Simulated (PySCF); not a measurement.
# What a change does: NMR shielding calculation on SiF4

System: SiF4.
Method of the first run: GIAO HF/pcSseg-2 NMR shielding, non-relativistic, gas phase (PySCF 2.14.0).

The geometry comes from this level: PBE0-D3(BJ)/def2-SVP. Text and figures count atoms from 1; the logs count them from 0 in places.

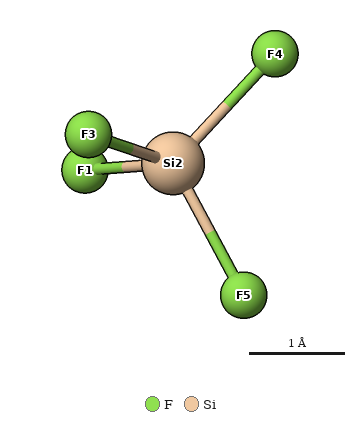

The structure as given in the input (ball-and-stick view, seen on its broad side; atoms are numbered from 1 in the order of the input). Bond lengths as drawn: F–Si 1.59 Å.

## The input, the first run
```
{"job": {"kind": "nmr", "xc": "HF", "basis": "pcSseg-2", "pop": false}, "charge": 0, "multiplicity": 1}
F      1.565375    -0.278422     0.214232
Si     0.018192    -0.021451    -0.019130
F     -0.230652     1.529473    -0.236188
F     -0.798010    -0.515425     1.247494
F     -0.462805    -0.818956    -1.302897
```

The first line tells a small driver script what to run in PySCF; the rest is the geometry in Å.

Launched with:
```bash
OMP_NUM_THREADS=1 python <driver script> task.json out
```

Hardware: 1 CPU thread, shared host.

## Output (the first run)
```
final grid: 58344 points
cycle   1  E = -687.0514614014  dE =  2.800e-01  |g| = 8.322e-01  |ddm| = 1.893e+00
cycle   2  E = -687.1347768539  dE = -8.332e-02  |g| = 4.789e-01  |ddm| = 5.587e-01
cycle   3  E = -687.1645552918  dE = -2.978e-02  |g| = 4.631e-02  |ddm| = 1.910e-01
cycle   4  E = -687.1649484977  dE = -3.932e-04  |g| = 8.968e-03  |ddm| = 3.175e-02
cycle   5  E = -687.1649681578  dE = -1.966e-05  |g| = 1.260e-03  |ddm| = 8.009e-03
cycle   6  E = -687.1649685961  dE = -4.383e-07  |g| = 2.085e-04  |ddm| = 1.316e-03
cycle   7  E = -687.1649686115  dE = -1.541e-08  |g| = 4.622e-05  |ddm| = 2.558e-04
cycle   8  E = -687.1649686123  dE = -7.878e-10  |g| = 1.004e-05  |ddm| = 5.391e-05
converged SCF energy = -687.1649686123

GIAO shielding tensors (ppm)
atom      isotropic    diamagn.    paramagn.     s11        s22        s33       span
  0 F      373.298     465.793     -92.495    339.872    339.902    440.120    100.248
  1 Si     504.430     869.775    -365.345    504.312    504.444    504.534      0.221
  2 F      373.285     465.864     -92.579    339.871    339.893    440.091    100.219
  3 F      373.312     465.852     -92.540    339.870    339.888    440.179    100.309
  4 F      373.294     465.790     -92.496    339.841    339.857    440.185    100.344
```

For the second run the input was changed thus:
```diff
-"xc": "HF"
+"xc": "KT2"
```

Predict how the results change.

The total energies belong to different methods, so their difference says nothing on which is more stable or more accurate. The HOMO goes from −18.51 to −10.86 eV. The LUMO goes from 3.70 to −1.27 eV. Of all shieldings, the largest change is that of Si2, by −53.1 ppm. The method changes from HF to KT2. Exact exchange removes part of the self-interaction error of semilocal functionals, which pushes filled and empty levels apart. The SCF takes 13 iterations against 8.

## Output (the second run)
```
coarse grid: 5968 points
cycle   1  E = -696.6875864673  dE =  6.621e-01  |g| = 1.283e+00  |ddm| = 1.982e+00
cycle   2  E = -696.0298927869  dE =  6.577e-01  |g| = 2.457e+00  |ddm| = 1.557e+00
cycle   3  E = -696.9293625637  dE = -8.995e-01  |g| = 5.543e-02  |ddm| = 1.093e+00
cycle   4  E = -696.9297592733  dE = -3.967e-04  |g| = 2.218e-02  |ddm| = 5.552e-02
cycle   5  E = -696.9298319138  dE = -7.264e-05  |g| = 4.119e-03  |ddm| = 1.660e-02
cycle   6  E = -696.9298336617  dE = -1.748e-06  |g| = 2.088e-03  |ddm| = 1.822e-03
final grid: 58344 points
cycle   7  E = -696.9303278916  dE = -2.942e-04  |g| = 3.455e-02  |ddm| = 3.584e-02
cycle   8  E = -696.9300173919  dE =  3.105e-04  |g| = 5.716e-02  |ddm| = 3.175e-02
cycle   9  E = -696.9304767863  dE = -4.594e-04  |g| = 3.958e-03  |ddm| = 2.280e-02
cycle  10  E = -696.9304784496  dE = -1.663e-06  |g| = 7.489e-04  |ddm| = 2.154e-03
cycle  11  E = -696.9304785077  dE = -5.814e-08  |g| = 4.132e-04  |ddm| = 4.102e-04
cycle  12  E = -696.9304785325  dE = -2.480e-08  |g| = 5.992e-05  |ddm| = 1.753e-04
cycle  13  E = -696.9304785331  dE = -6.065e-10  |g| = 4.425e-06  |ddm| = 4.107e-05
converged SCF energy = -696.9304785331

GIAO shielding tensors (ppm)
atom      isotropic    diamagn.    paramagn.     s11        s22        s33       span
  0 F      328.945     466.189    -137.244    286.179    286.215    414.440    128.261
  1 Si     451.308     877.092    -425.784    451.202    451.324    451.398      0.196
  2 F      328.938     466.262    -137.323    286.189    286.217    414.410    128.221
  3 F      328.939     466.249    -137.310    286.145    286.171    414.502    128.357
  4 F      328.912     466.184    -137.272    286.099    286.121    414.515    128.416
```

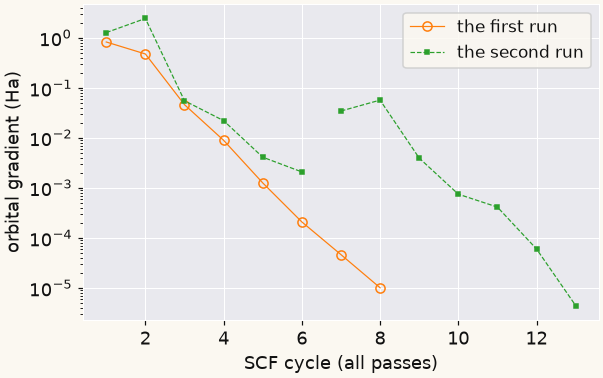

Convergence of the two runs: orbital gradient against the SCF cycle. A break in a curve parts two SCF passes (coarse and final grid). The first run takes 8 cycles in all, and the second run takes 13.

## The two runs side by side

```tsv
quantity	the first run	the second run
outcome	converged	converged
total energy (hartree)	−687.164969	−696.930479
HOMO (eV)	−18.51	−10.86
LUMO (eV)	3.70	−1.27
dipole moment (D)	0.01	0.01
shielding of F1 (ppm)	373.3	328.9
shielding of Si2 (ppm)	504.4	451.3
shielding of F3 (ppm)	373.3	328.9
shielding of F4 (ppm)	373.3	328.9
shielding of F5 (ppm)	373.3	328.9
SCF iterations	8	13
basis functions	187	187
wall time (shared host)	4.4 s	12 s
```
